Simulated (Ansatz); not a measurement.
**AlHClF3: molecular dynamics (part 3 of 3)**

AlHClF3; RHF/def2-SVP (Ansatz 0.2.0). It belongs to a series of runs on one base structure; here: dynamics from the highest image of the converged band.

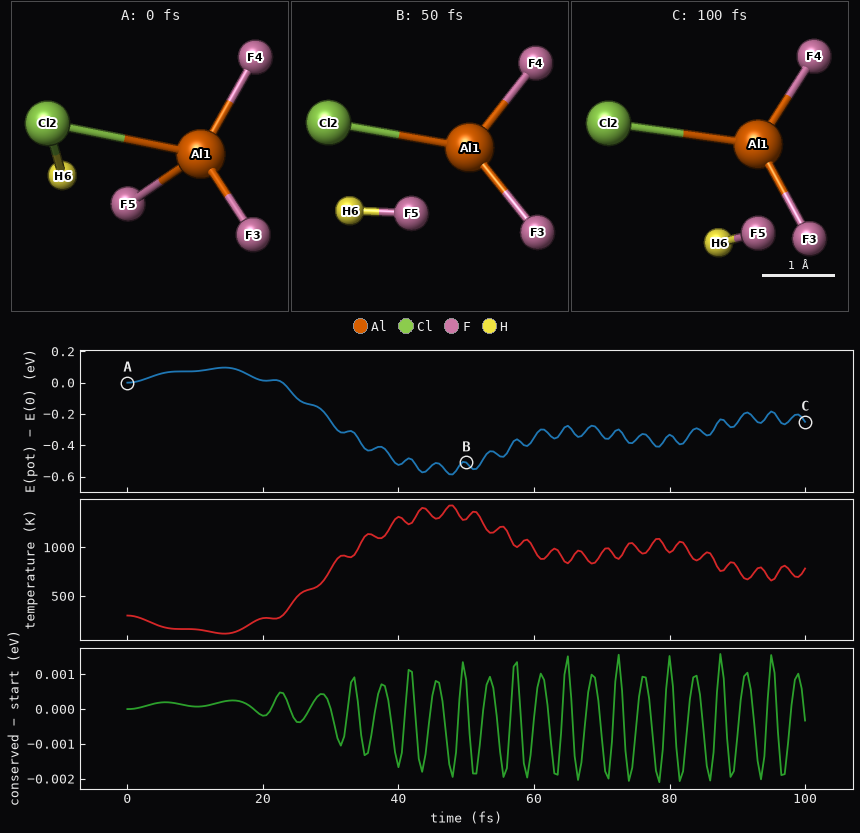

Frames of the molecular dynamics (ball-and-stick, seen at a tilt) above the curves, on which the letters mark them. The trajectory kept here has 201 frames over 100 fs. The temperature starts at 300 K, ranges from 114 to 1431 K and averages 941 K over the second half. The potential energy ends 0.250 eV below its first value. The conserved quantity stays within 0.0037 eV. After an unweighted best fit of the last frame on the first, the root-mean-square displacement is 0.86 Å, and H6 has moved furthest (1.49 Å).

```
Total energy: -27213.61374030 eV, -1000.0818589061 hartree
Atom 0 at    -0.004182    -0.046123     0.197899 Å, force     0.185789    -0.133578     1.255199 eV/Å
Atom 1 at     0.031141     0.474387     2.329233 Å, force    -0.106583    -0.502161    -1.682050 eV/Å
Atom 2 at     1.469633    -0.031094    -0.551503 Å, force    -0.710287     0.021854     0.108855 eV/Å
Atom 3 at    -1.467374    -0.107650    -0.568109 Å, force     0.642026     0.069461     0.206722 eV/Å
Atom 4 at     0.067618    -2.594315     0.063085 Å, force    -0.454297    -1.109660     1.215664 eV/Å
Atom 5 at    -0.150871    -3.342495     0.588681 Å, force     0.443353     1.654085    -1.104390 eV/Å
Dipole moment:    -0.119357    -0.708785     0.121711 e Å
```

### Trajectory as extended XYZ (Å, eV, eV/Å), 16 of the 201 frames kept, from step=0 to step=200
```
6
Properties=species:S:1:pos:R:3:forces:R:3 step=0 time_fs=0.0 energy=-27213.36353 temperature=300.0
Al    0.0140   -0.2907   -0.0119    0.0090  -0.0088   0.0004
Cl    0.0143    0.0450    2.2778    0.0014  -0.0063  -0.0028
F     1.4293    0.1572   -0.6962   -0.0036   0.0022   0.0012
F    -1.4277    0.0853   -0.6842    0.0004  -0.0043   0.0017
F     0.0631   -1.9321    0.6567   -0.0058   0.0107  -0.0076
H     0.0523   -1.3609    1.7385   -0.0014   0.0064   0.0070
6
Properties=species:S:1:pos:R:3:forces:R:3 step=13 time_fs=6.5 energy=-27213.29396 temperature=165.8
Al    0.0335   -0.3021   -0.0227   -1.2905   0.5540   0.1454
Cl    0.0112    0.0266    2.2760    0.0149   0.9488   0.3309
F     1.4106    0.1701   -0.7104    0.7994   0.1413  -0.3682
F    -1.4218    0.0944   -0.6892    0.4202  -0.2069   0.1677
F     0.0546   -1.9050    0.6968    0.0707  -0.9385  -0.7071
H     0.0413   -1.3363    1.6973   -0.0147  -0.4986   0.4313
6
Properties=species:S:1:pos:R:3:forces:R:3 step=27 time_fs=13.5 energy=-27213.26928 temperature=118.1
Al    0.0355   -0.3056   -0.0307   -0.7144   0.7211   0.8130
Cl    0.0081    0.0174    2.2779    0.0233   0.6647   0.3498
F     1.4074    0.1867   -0.7335    0.5569  -0.0433  -0.2458
F    -1.4071    0.0997   -0.6913    0.0545  -0.1936  -0.0289
F     0.0470   -1.8976    0.7257    0.0689  -1.4520  -0.3018
H     0.0243   -1.4682    1.7769    0.0107   0.3031  -0.5863
6
Properties=species:S:1:pos:R:3:forces:R:3 step=40 time_fs=20.0 energy=-27213.34997 temperature=273.4
Al    0.0269   -0.2968   -0.0264    0.7769   1.4481   1.0407
Cl    0.0054    0.0180    2.2834    0.0235   1.1525  -0.0643
F     1.4160    0.2007   -0.7600   -0.3191  -0.4947   0.2136
F    -1.3924    0.1003   -0.6939   -0.5627  -0.1660  -0.3304
F     0.0414   -1.9222    0.7441    0.0594  -1.7350  -1.1179
H     0.0129   -1.5348    1.6675    0.0220  -0.2049   0.2583
6
Properties=species:S:1:pos:R:3:forces:R:3 step=53 time_fs=26.5 energy=-27213.49820 temperature=560.2
Al    0.0284   -0.2680   -0.0063    1.0140   0.8812   1.1391
Cl    0.0031    0.0305    2.2882    0.0485   0.7249  -0.4884
F     1.4189    0.2049   -0.7822   -0.6394  -0.5863   0.4813
F    -1.3885    0.0972   -0.7030   -0.4950  -0.1788  -0.2489
F     0.0372   -1.9829    0.7373    0.0238  -0.4060  -0.0499
H     0.0076   -1.6252    1.6797    0.0481  -0.4350  -0.8332
6
Properties=species:S:1:pos:R:3:forces:R:3 step=67 time_fs=33.5 energy=-27213.68474 temperature=923.0
Al    0.0445   -0.2198    0.0344   -0.3224   0.9130   1.1198
Cl    0.0012    0.0542    2.2866    0.1117   0.5360  -1.0206
F     1.4081    0.1955   -0.7955   -0.2787  -0.4858   0.3745
F    -1.3940    0.0888   -0.7177    0.4240  -0.4144   0.2551
F     0.0339   -2.0652    0.7156    0.1443  -0.8971  -3.4475
H     0.0133   -1.8625    1.5843   -0.0790   0.3483   2.7187
6
Properties=species:S:1:pos:R:3:forces:R:3 step=80 time_fs=40.0 energy=-27213.88976 temperature=1314.5
Al    0.0554   -0.1638    0.0887   -1.2392   0.2564   0.5191
Cl    0.0008    0.0821    2.2743    0.1365   0.3109  -0.8607
F     1.3917    0.1764   -0.7992    0.0688  -0.2983   0.3017
F    -1.3910    0.0728   -0.7259    0.9639  -0.3896   0.6865
F     0.0326   -2.1488    0.6731    0.0984   0.1040  -0.8871
H     0.0119   -2.1041    1.5897   -0.0283   0.0166   0.2406
6
Properties=species:S:1:pos:R:3:forces:R:3 step=93 time_fs=46.5 energy=-27213.90077 temperature=1339.5
Al    0.0494   -0.1045    0.1500   -0.8016  -0.3204  -0.6981
Cl    0.0018    0.1137    2.2529    0.1112   0.2847  -0.0807
F     1.3758    0.1508   -0.7958   -0.0501  -0.1992   0.5348
F    -1.3688    0.0488   -0.7202    0.6807  -0.1956   0.7162
F     0.0333   -2.2290    0.6181   -0.0049   0.0381   1.8777
H     0.0022   -2.3562    1.5670    0.0647   0.3924  -2.3501
6
Properties=species:S:1:pos:R:3:forces:R:3 step=107 time_fs=53.5 energy=-27213.80228 temperature=1150.4
Al    0.0310   -0.0450    0.2040    0.5142  -0.7956  -1.8410
Cl    0.0044    0.1514    2.2293    0.0675   0.3413   1.1690
F     1.3573    0.1183   -0.7792   -0.1766  -0.0652   0.7560
F    -1.3305    0.0182   -0.6980   -0.4427   0.0233   0.1828
F     0.0357   -2.3078    0.5519   -0.1026  -0.4365   2.4210
H    -0.0126   -2.6022    1.4663    0.1402   0.9327  -2.6879
6
Properties=species:S:1:pos:R:3:forces:R:3 step=120 time_fs=60.0 energy=-27213.71616 temperature=981.5
Al    0.0207   -0.0009    0.2274    1.1095  -1.0419  -1.6106
Cl    0.0076    0.1904    2.2203    0.0475   0.3631   1.8170
F     1.3373    0.0866   -0.7480    0.3536   0.1043   0.4047
F    -1.3041   -0.0102   -0.6734   -1.5357   0.1073  -0.4784
F     0.0386   -2.3729    0.4868   -0.1138  -0.5076   1.6918
H    -0.0250   -2.7923    1.3288    0.1389   0.9748  -1.8244
6
Properties=species:S:1:pos:R:3:forces:R:3 step=133 time_fs=66.5 energy=-27213.71061 temperature=967.3
Al    0.0249    0.0284    0.2278    0.0160  -1.0605  -0.4540
Cl    0.0114    0.2334    2.2311    0.0373   0.3035   1.4332
F     1.3259    0.0568   -0.7090    1.4338   0.2031  -0.4349
F    -1.3086   -0.0366   -0.6577   -1.5097   0.1275  -0.4926
F     0.0419   -2.4310    0.4203    0.0580   0.5713  -0.3726
H    -0.0340   -2.9344    1.1646   -0.0353  -0.1450   0.3210
6
Properties=species:S:1:pos:R:3:forces:R:3 step=147 time_fs=73.5 energy=-27213.72165 temperature=990.3
Al    0.0287    0.0419    0.2201   -1.2395  -0.9996   0.1728
Cl    0.0159    0.2835    2.2603    0.0244   0.1754   0.4352
F     1.3467    0.0294   -0.6767    1.6027   0.2000  -0.6917
F    -1.3469   -0.0618   -0.6512   -0.4078   0.2037   0.0849
F     0.0461   -2.4847    0.3463    0.2343   1.6420  -1.5034
H    -0.0453   -3.0583    1.0077   -0.2141  -1.2215   1.5023
6
Properties=species:S:1:pos:R:3:forces:R:3 step=160 time_fs=80.0 energy=-27213.69612 temperature=946.2
Al    0.0159    0.0384    0.2142   -0.4712  -0.8982  -0.1235
Cl    0.0204    0.3322    2.2930   -0.0091   0.0175  -0.4764
F     1.3987    0.0087   -0.6601    0.0682   0.1962   0.1350
F    -1.3929   -0.0805   -0.6441    0.4017   0.2502   0.4348
F     0.0506   -2.5265    0.2771    0.4781   2.9562  -2.4879
H    -0.0580   -3.1410    0.8710   -0.4676  -2.5220   2.5180
6
Properties=species:S:1:pos:R:3:forces:R:3 step=173 time_fs=86.5 energy=-27213.66621 temperature=883.0
Al   -0.0034    0.0207    0.2069    0.7718  -0.7164  -0.1071
Cl    0.0248    0.3811    2.3205   -0.0607  -0.1648  -1.1923
F     1.4525   -0.0078   -0.6410   -1.3693   0.1819   0.7927
F    -1.4313   -0.0939   -0.6282    0.6597   0.2286   0.4521
F     0.0557   -2.5586    0.2068    0.3075   1.8736  -1.2004
H    -0.0794   -3.2241    0.7674   -0.3091  -1.4029   1.2550
6
Properties=species:S:1:pos:R:3:forces:R:3 step=187 time_fs=93.5 energy=-27213.62129 temperature=794.6
Al   -0.0122   -0.0105    0.1982    1.1415  -0.4022   0.5027
Cl    0.0287    0.4317    2.3349   -0.1009  -0.3629  -1.6423
F     1.4796   -0.0211   -0.6027   -1.6778   0.1052   0.7491
F    -1.4575   -0.1028   -0.6007    0.6468   0.1521   0.3106
F     0.0616   -2.5828    0.1319    0.0773   0.7421  -0.1630
H    -0.1096   -3.2892    0.6647   -0.0870  -0.2343   0.2428
6
Properties=species:S:1:pos:R:3:forces:R:3 step=200 time_fs=100.0 energy=-27213.61374 temperature=783.3
Al   -0.0042   -0.0461    0.1979    0.1858  -0.1336   1.2552
Cl    0.0311    0.4744    2.3292   -0.1066  -0.5022  -1.6820
F     1.4696   -0.0311   -0.5515   -0.7103   0.0219   0.1089
F    -1.4674   -0.1076   -0.5681    0.6420   0.0695   0.2067
F     0.0676   -2.5943    0.0631   -0.4543  -1.1097   1.2157
H    -0.1509   -3.3425    0.5887    0.4434   1.6541  -1.1044
```

The run was set up as follows.

### Input
```yaml
crystal:
  periodic: [false, false, false]
  atoms:
    - { symbol: Al, position_ang: [0.013966, -0.290687, -0.011851] }
    - { symbol: Cl, position_ang: [0.014306, 0.044979, 2.277808] }
    - { symbol: F, position_ang: [1.429325, 0.157199, -0.696191] }
    - { symbol: F, position_ang: [-1.427681, 0.085301, -0.684221] }
    - { symbol: F, position_ang: [0.063093, -1.932114, 0.656721] }
    - { symbol: H, position_ang: [0.05229, -1.360877, 1.738534] }
basis:
  gaussian: { orbitals: def2-SVP }
hamiltonian:
  xc: hf
md:
  timestep: 0.5
  n_steps: 200
  ensemble: nve
  temperature: 300.0
  initial_velocities: maxwell_boltzmann
  seed: 5716
```

Run as:
```bash
ansatz run input.yaml --threads 1 --pin off --max-ram 2048MiB --backend cpu --events-out ev --progress --plain --runs-dir out
```

### Key numbers

```json
{"quantity": "outcome", "value": "finished"}
{"quantity": "mean temperature over the second half", "value": "941 K"}
{"quantity": "trajectory", "value": "200 steps, 100 fs"}
{"quantity": "ensemble", "value": "nve"}
{"quantity": "temperature in the input", "value": "300.0 K"}
{"quantity": "time step", "value": "0.5 fs"}
{"quantity": "potential energy (last step)", "value": "−27213.6137 eV"}
{"quantity": "mean-field energy (last step)", "value": "−27213.6137 eV"}
{"quantity": "largest force (length of the vector) (last step)", "value": "2.038 eV/Å"}
{"quantity": "hardware", "value": "1 thread of Intel Xeon @ 2.60GHz (Ice Lake), 24 GiB of memory available, shared host"}
{"quantity": "wall time", "value": "3.8 min"}
{"quantity": "peak memory", "value": "0.17 GiB"}
```

### Remarks

So short a trajectory is not equilibrated.
